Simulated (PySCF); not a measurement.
```yaml
atoms:
  - { symbol: C, position_ang: [2.3735, 0.1300, 0.2779] }
  - { symbol: O, position_ang: [0.9983, 0.4482, 0.1719] }
  - { symbol: C, position_ang: [0.2535, -0.2618, -0.6544] }
  - { symbol: S, position_ang: [0.8135, -1.4921, -1.5690] }
  - { symbol: C, position_ang: [-1.1857, 0.1582, -0.6741] }
  - { symbol: C, position_ang: [-1.8210, -0.0091, 0.7103] }
  - { symbol: S, position_ang: [-3.5188, 0.5825, 0.6990] }
  - { symbol: H, position_ang: [2.7869, 0.8052, 1.0231] }
  - { symbol: H, position_ang: [2.8717, 0.2715, -0.6843] }
  - { symbol: H, position_ang: [2.5038, -0.9100, 0.5878] }
  - { symbol: H, position_ang: [-1.7258, -0.4408, -1.4074] }
  - { symbol: H, position_ang: [-1.2449, 1.2114, -0.9635] }
  - { symbol: H, position_ang: [-1.2710, 0.5661, 1.4563] }
  - { symbol: H, position_ang: [-1.8349, -1.0599, 1.0042] }
```

Geometry: GFN2-xTB.

Method: UKS B3LYP, pcH-1 on C H O S, non-relativistic, mean-field spin-orbit, GIAO (PySCF 2.14.0, density-fitted response routines).

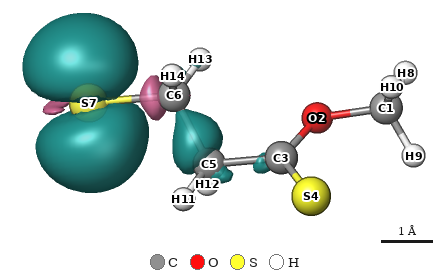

C4H7OS2 (doublet). Isosurfaces of the spin density at +0.015 (teal) and −0.015 e/Å³ (pink), seen at a tilt.

Q: Where is the unpaired spin?

A: The unpaired spin (1 electron) lies mostly on S7 (about 0.9), in electrons by Hirshfeld's partition.
